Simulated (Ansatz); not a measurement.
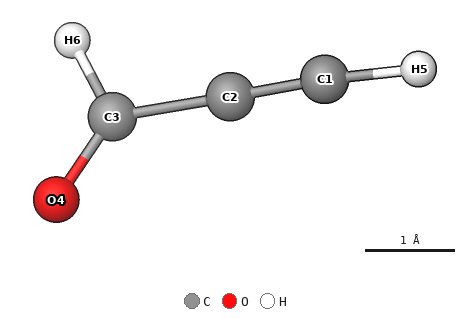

**Figure 1.** The starting structure (ball-and-stick view, seen at an oblique angle; atoms are numbered from 1 in the order of the input).

C3H2O: geometry relaxation

C3H2O, computed with RKS PBE-D4/def2-SVP (Ansatz 0.2.0).

It belongs to a series of runs on one base structure; here: end point A relaxed. Figures and captions count atoms from 1; the log counts them from 0 in places.

What the program printed
```
The last accepted step is kept in [file] (removed where the run ends without a failure and the disk answers)
Engine: ansatz 0.2.0, aarch64-unknown-linux-gnu
Functional definition: PBE
  parameter kappa = 0.804
  parameter beta = 0.06672455060314922
  exchange = pbe_x(kappa = kappa, mu = beta*pi^2/3)
  correlation = pbe_c(beta = beta)
733 factors; their error is unknown
mean field evaluation 1: about -5170.8909 eV, gradient 5.1e1 eV
mean field evaluation 2: about -5163.6033 eV, gradient 8.0e1 eV
mean field evaluation 4: about -5177.2782 eV, gradient 4.9e0 eV
mean field evaluation 8: about -5177.3386 eV, gradient 3.8e-2 eV
mean field evaluation 16: about -5177.3109 eV, gradient 1.9e-5 eV
mean field -5177.31094897 eV, -190.2626680672 hartree, gradient 1.9e-5 eV, S^2 0.000000; 0 other end points of the search recorded, 0 dependent functions left out
the calculation of the forces begins
reference -5177.31097068 eV, -190.2626688651 hartree; 14, 14 occupied and 52, 52 virtual orbitals, 733 factors
relax step   1: F+E_penalty+E_count = -5177.39554973 eV  Δ(F+E_penalty+E_count) = +0.000e0 eV  max|allowed force component| = 7.390e0 eV/Å  Δτ_max = 0.0000 Å  (26 SCF iters, accepted)
these checks for a lower state are left out or cut short: starts, cluster_reference, orbital_swaps, neighbouring_geometries, increment
733 factors; their error is unknown
mean field -5177.44411729 eV, -190.2675619126 hartree, gradient 1.5e-5 eV, S^2 0.000000; 0 other end points of the search recorded, 0 dependent functions left out
the calculation of the forces begins
reference -5177.44413915 eV, -190.2675627161 hartree; 14, 14 occupied and 52, 52 virtual orbitals, 733 factors
relax step   2: F+E_penalty+E_count = -5177.52707932 eV  Δ(F+E_penalty+E_count) = -1.315e-1 eV  max|allowed force component| = 3.357e0 eV/Å  Δτ_max = 0.1945 Å  (35 SCF iters, accepted)
these checks for a lower state are left out or cut short: starts, cluster_reference, orbital_swaps, neighbouring_geometries, increment
733 factors; their error is unknown
mean field evaluation 32: about -5177.6973 eV, gradient 1.3e-5 eV
mean field -5177.69731032 eV, -190.2768665850 hartree, gradient 1.3e-5 eV, S^2 0.000000; 0 other end points of the search recorded, 0 dependent functions left out
the calculation of the forces begins
reference -5177.69733224 eV, -190.2768673905 hartree; 14, 14 occupied and 52, 52 virtual orbitals, 733 factors
relax step   3: F+E_penalty+E_count = -5177.77983510 eV  Δ(F+E_penalty+E_count) = -2.528e-1 eV  max|allowed force component| = 2.964e0 eV/Å  Δτ_max = 0.1962 Å  (35 SCF iters, accepted)
these checks for a lower state are left out or cut short: starts, cluster_reference, orbital_swaps, neighbouring_geometries, increment
733 factors; their error is unknown
mean field -5177.69325396 eV, -190.2767175165 hartree, gradient 1.4e-5 eV, S^2 0.000000; 0 other end points of the search recorded, 0 dependent functions left out
the calculation of the forces begins
reference -5177.69327598 eV, -190.2767183258 hartree; 14, 14 occupied and 52, 52 virtual orbitals, 733 factors
relax step   4: F+E_penalty+E_count = -5177.77595106 eV  Δ(F+E_penalty+E_count) = +3.884e-3 eV  max|allowed force component| = 1.949e0 eV/Å  Δτ_max = 0.0744 Å  (37 SCF iters, rejected (line search))
these checks for a lower state are left out or cut short: starts, cluster_reference, orbital_swaps, neighbouring_geometries, increment
733 factors; their error is unknown
mean field -5177.82353438 eV, -190.2815052338 hartree, gradient 1.5e-5 eV, S^2 0.000000; 0 other end points of the search recorded, 0 dependent functions left out
the calculation of the forces begins
reference -5177.82355628 eV, -190.2815060386 hartree; 14, 14 occupied and 52, 52 virtual orbitals, 733 factors
relax step   5: F+E_penalty+E_count = -5177.90651212 eV  Δ(F+E_penalty+E_count) = -1.267e-1 eV  max|allowed force component| = 6.577e-1 eV/Å  Δτ_max = 0.0342 Å  (30 SCF iters, accepted)
these checks for a lower state are left out or cut short: starts, cluster_reference, orbital_swaps, neighbouring_geometries, increment
733 factors; their error is unknown
mean field -5177.84844545 eV, -190.2824206986 hartree, gradient 1.1e-5 eV, S^2 0.000000; 0 other end points of the search recorded, 0 dependent functions left out
the calculation of the forces begins
reference -5177.84846722 eV, -190.2824214985 hartree; 14, 14 occupied and 52, 52 virtual orbitals, 733 factors
relax step   6: F+E_penalty+E_count = -5177.93155849 eV  Δ(F+E_penalty+E_count) = -2.505e-2 eV  max|allowed force component| = 9.862e-2 eV/Å  Δτ_max = 0.0370 Å  (31 SCF iters, accepted)
these checks for a lower state are left out or cut short: starts, cluster_reference, orbital_swaps, neighbouring_geometries, increment
733 factors; their error is unknown
mean field -5177.84913748 eV, -190.2824461302 hartree, gradient 1.1e-5 eV, S^2 0.000000; 0 other end points of the search recorded, 0 dependent functions left out
the calculation of the forces begins
reference -5177.84915925 eV, -190.2824469302 hartree; 14, 14 occupied and 52, 52 virtual orbitals, 733 factors
relax step   7: F+E_penalty+E_count = -5177.93224911 eV  Δ(F+E_penalty+E_count) = -6.906e-4 eV  max|allowed force component| = 3.785e-2 eV/Å  Δτ_max = 0.0114 Å  (31 SCF iters, accepted)
these checks for a lower state are left out or cut short: starts, cluster_reference, orbital_swaps, neighbouring_geometries, increment
733 factors; their error is unknown
mean field evaluation 64: about -5177.8495 eV, gradient 1.2e-1 eV
mean field -5177.84957668 eV, -190.2824622706 hartree, gradient 1.1e-5 eV, S^2 0.000000; 0 other end points of the search recorded, 0 dependent functions left out
the calculation of the forces begins
reference -5177.84959844 eV, -190.2824630701 hartree; 14, 14 occupied and 52, 52 virtual orbitals, 733 factors
relax step   8: F+E_penalty+E_count = -5177.93265535 eV  Δ(F+E_penalty+E_count) = -4.062e-4 eV  max|allowed force component| = 6.272e-2 eV/Å  Δτ_max = 0.0118 Å  (29 SCF iters, accepted)
these checks for a lower state are left out or cut short: starts, cluster_reference, orbital_swaps, neighbouring_geometries, increment
733 factors; their error is unknown
mean field -5177.84967072 eV, -190.2824657264 hartree, gradient 1.1e-5 eV, S^2 0.000000; 0 other end points of the search recorded, 0 dependent functions left out
the calculation of the forces begins
reference -5177.84969248 eV, -190.2824665260 hartree; 14, 14 occupied and 52, 52 virtual orbitals, 733 factors
relax step   9: F+E_penalty+E_count = -5177.93272875 eV  Δ(F+E_penalty+E_count) = -7.339e-5 eV  max|allowed force component| = 2.353e-2 eV/Å  Δτ_max = 0.0059 Å  (31 SCF iters, accepted)
these checks for a lower state are left out or cut short: starts, cluster_reference, orbital_swaps, neighbouring_geometries, increment
733 factors; their error is unknown
mean field -5177.84967513 eV, -190.2824658886 hartree, gradient 4.6e-5 eV, S^2 0.000000; 0 other end points of the search recorded, 0 dependent functions left out
the calculation of the forces begins
reference -5177.84969689 eV, -190.2824666880 hartree; 14, 14 occupied and 52, 52 virtual orbitals, 733 factors
relax step  10: F+E_penalty+E_count = -5177.93274301 eV  Δ(F+E_penalty+E_count) = -1.427e-5 eV  max|allowed force component| = 4.351e-3 eV/Å  Δτ_max = 0.0010 Å  (20 SCF iters, accepted)
733 factors; their error is unknown
mean field evaluation 96: about -5177.8497 eV, gradient 2.9e-5 eV
```

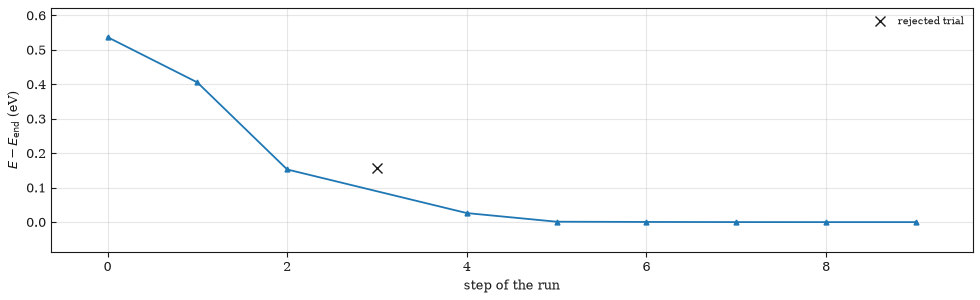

**Figure 2.** Progress of the relaxation, step by step (the first geometry is step 0 here and step 1 in the log).

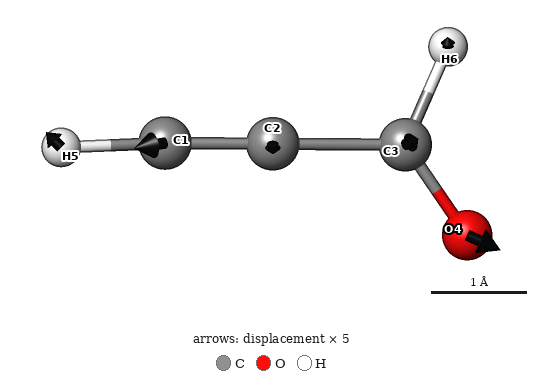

**Figure 3.** The starting structure with the displacements as black arrows, magnified 5 times (ball-and-stick view, seen at a tilt). The two geometries are laid on each other by the best rigid fit. Over 9 geometry steps the energy falls by 0.537 eV. The largest force component goes from 7.4 to 0.0044 eV/Å. The line search rejected the trial step at point 3 (counted from 0) and went back. The largest move after the best rigid fit is that of O4, 0.077 Å. By element the largest moves are O 0.077 Å, C 0.076 Å, H 0.046 Å. Among the contacts that change: C1–C2 1.151 → 1.226 Å, C3–O4 1.161 → 1.219 Å, C1–H5 1.124 → 1.083 Å, C2–C3 1.423 → 1.453 Å. Among the angles that change: C2–C1–H5 175.7° → 179.0°. (Atoms are counted from 1 in the order of the input.)

```
mean field -5177.84967513 eV, -190.2824658886 hartree, gradient 4.6e-5 eV, S^2 0.000000; 1 other end points of the search recorded, 0 dependent functions left out
the calculation of the forces begins
reference -5177.84969689 eV, -190.2824666880 hartree; 14, 14 occupied and 52, 52 virtual orbitals, 733 factors
Total energy: -5177.93276477 eV, -190.2855193763 hartree
Atom 0 at    -0.366711     1.082717    -1.045178 Å, force    -0.000129    -0.000409     0.000374 eV/Å
Atom 1 at    -0.090207     0.206694    -0.233797 Å, force    -0.000043    -0.000254     0.001610 eV/Å
Atom 2 at     0.273093    -0.805894     0.742144 Å, force     0.000552    -0.000842    -0.004351 eV/Å
Atom 3 at    -0.328379    -1.854731     0.897227 Å, force     0.000031     0.000624     0.001559 eV/Å
Atom 4 at    -0.625172     1.846323    -1.767633 Å, force    -0.000179     0.000908    -0.000895 eV/Å
Atom 5 at     1.179476    -0.539208     1.361137 Å, force    -0.000232    -0.000026     0.001703 eV/Å
Dipole moment:     0.162386     0.504290    -0.185637 e Å
```

Trajectory as extended XYZ (Å, eV, eV/Å), 10 frames, from step=1 to step=10
```
6
Properties=species:S:1:pos:R:3:forces:R:3 step=1 energy=-5177.39555
C    -0.3283    1.0298   -1.0078   -2.5284   7.3897  -7.0748
C    -0.0829    0.2276   -0.2192    1.5893  -5.2977   5.2237
C     0.2442   -0.7819    0.7293    3.3870   3.6008   0.2807
O    -0.3160   -1.7905    0.8564   -2.9887  -4.9374   0.6170
H    -0.6480    1.8096   -1.7514    0.5257  -1.0090   0.9178
H     1.1731   -0.5587    1.3466    0.0152   0.2535   0.0355
6
Properties=species:S:1:pos:R:3:forces:R:3 step=2 energy=-5177.52708
C    -0.3478    1.0827   -1.0583   -0.0651  -0.1050   0.1890
C    -0.0346    0.1900   -0.2703    0.3919  -0.2411  -1.0455
C     0.3722   -0.8792    0.6198   -1.9446   0.5922   3.3571
O    -0.3929   -1.8041    0.9574    1.3578   0.5707  -1.2997
H    -0.6903    1.8676   -1.7336    0.1334  -0.1827   0.1963
H     1.1355   -0.5213    1.4387    0.1266  -0.6342  -1.3972
6
Properties=species:S:1:pos:R:3:forces:R:3 step=3 energy=-5177.77984
C    -0.3559    1.0878   -1.0759   -0.1245   0.0010   0.1556
C    -0.0837    0.2326   -0.2363    0.1050  -0.0791   0.1852
C     0.2679   -0.7733    0.7479   -0.2840  -2.8512   0.9367
O    -0.3475   -1.8742    0.8870    1.3673   2.9638  -0.4530
H    -0.6649    1.8516   -1.7872    0.1355  -0.1760   0.0848
H     1.2261   -0.5886    1.4183   -1.1994   0.1414  -0.9093
6
Properties=species:S:1:pos:R:3:forces:R:3 step=4 energy=-5177.77595 accepted=F
C    -0.3764    1.0850   -1.0567   -0.4105   1.0803  -1.0413
C    -0.1018    0.2276   -0.2387    1.1618  -1.5283   1.9492
C     0.3056   -0.8258    0.7850   -1.4068   0.4645  -1.4887
O    -0.3759   -1.8492    0.8495    1.2676   0.8777   0.5328
H    -0.6474    1.8502   -1.7980    0.1355  -0.4486   0.4075
H     1.2381   -0.5518    1.4129   -0.7475  -0.4456  -0.3595
6
Properties=species:S:1:pos:R:3:forces:R:3 step=5 energy=-5177.90651
C    -0.3584    1.0796   -1.0575   -0.3180   0.6577  -0.5417
C    -0.0857    0.2230   -0.2310    0.4008  -0.5338   0.6178
C     0.2807   -0.8009    0.7492   -0.0223  -0.2554   0.1227
O    -0.3485   -1.8463    0.8744    0.4117   0.5389   0.0241
H    -0.6550    1.8452   -1.7818    0.1663  -0.3291   0.2690
H     1.2090   -0.5648    1.4006   -0.6385  -0.0783  -0.4919
6
Properties=species:S:1:pos:R:3:forces:R:3 step=6 energy=-5177.93156
C    -0.3650    1.0851   -1.0452   -0.0049   0.0064  -0.0021
C    -0.0708    0.2237   -0.2245   -0.0338  -0.0590  -0.0021
C     0.2774   -0.8030    0.7440    0.0986   0.0967   0.0284
O    -0.3382   -1.8450    0.8814   -0.0422  -0.0572   0.0002
H    -0.6447    1.8322   -1.7771    0.0201   0.0108   0.0102
H     1.1833   -0.5571    1.3752   -0.0378   0.0023  -0.0346
6
Properties=species:S:1:pos:R:3:forces:R:3 step=7 energy=-5177.93225
C    -0.3686    1.0819   -1.0466    0.0117   0.0098   0.0074
C    -0.0778    0.2166   -0.2287   -0.0057  -0.0117  -0.0005
C     0.2774   -0.8028    0.7437    0.0251   0.0263   0.0050
O    -0.3351   -1.8467    0.8860   -0.0139  -0.0379   0.0128
H    -0.6365    1.8389   -1.7728    0.0037  -0.0011   0.0028
H     1.1827   -0.5520    1.3723   -0.0209   0.0145  -0.0274
6
Properties=species:S:1:pos:R:3:forces:R:3 step=8 energy=-5177.93265
C    -0.3681    1.0820   -1.0460   -0.0009   0.0373  -0.0240
C    -0.0859    0.2106   -0.2325    0.0064  -0.0627   0.0454
C     0.2744   -0.8050    0.7425    0.0070   0.0138  -0.0029
O    -0.3302   -1.8524    0.8942   -0.0067  -0.0042  -0.0030
H    -0.6282    1.8441   -1.7688   -0.0043   0.0085  -0.0096
H     1.1802   -0.5434    1.3646   -0.0016   0.0072  -0.0059
6
Properties=species:S:1:pos:R:3:forces:R:3 step=9 energy=-5177.93273
C    -0.3663    1.0833   -1.0452    0.0009  -0.0152   0.0116
C    -0.0902    0.2067   -0.2337   -0.0062   0.0235  -0.0219
C     0.2732   -0.8062    0.7422   -0.0002   0.0043  -0.0024
O    -0.3283   -1.8549    0.8976   -0.0026  -0.0018  -0.0012
H    -0.6258    1.8466   -1.7683    0.0062  -0.0125   0.0133
H     1.1794   -0.5396    1.3614    0.0019   0.0017   0.0005
6
Properties=species:S:1:pos:R:3:forces:R:3 step=10 energy=-5177.93274
C    -0.3667    1.0827   -1.0452   -0.0001  -0.0004   0.0004
C    -0.0902    0.2067   -0.2338    0.0000  -0.0003   0.0016
C     0.2731   -0.8059    0.7421    0.0006  -0.0008  -0.0044
O    -0.3284   -1.8547    0.8972    0.0000   0.0006   0.0016
H    -0.6252    1.8463   -1.7676   -0.0002   0.0009  -0.0009
H     1.1795   -0.5392    1.3611   -0.0002   0.0000   0.0017
```

The run was set up as follows.

Input file
```yaml
crystal:
  periodic: [false, false, false]
  atoms:
    - { symbol: C, position_ang: [-0.3283, 1.0298, -1.0078] }
    - { symbol: C, position_ang: [-0.0829, 0.2276, -0.2192] }
    - { symbol: C, position_ang: [0.2442, -0.7819, 0.7293] }
    - { symbol: O, position_ang: [-0.316, -1.7905, 0.8564] }
    - { symbol: H, position_ang: [-0.648, 1.8096, -1.7514] }
    - { symbol: H, position_ang: [1.1731, -0.5587, 1.3466] }
basis:
  gaussian: { orbitals: def2-SVP }
hamiltonian:
  xc: pbe
  dispersion: d4
relax:
  f_tol: 0.02
  max_steps: 50
```

Command:
```bash
ansatz run input.yaml --threads 1 --pin off --max-ram 2048MiB --backend cpu --events-out ev --progress --plain --runs-dir out
```

Summary

- outcome: converged
- total energy: −5177.9328 eV
- mean-field energy: −5177.8497 eV
- largest force (length of the vector) at the end: 0.004 eV/Å
- hardware: 1 thread of Arm Neoverse V2, 128 GiB of memory available, shared host
- wall time: 13 s
- peak memory: 0.11 GiB
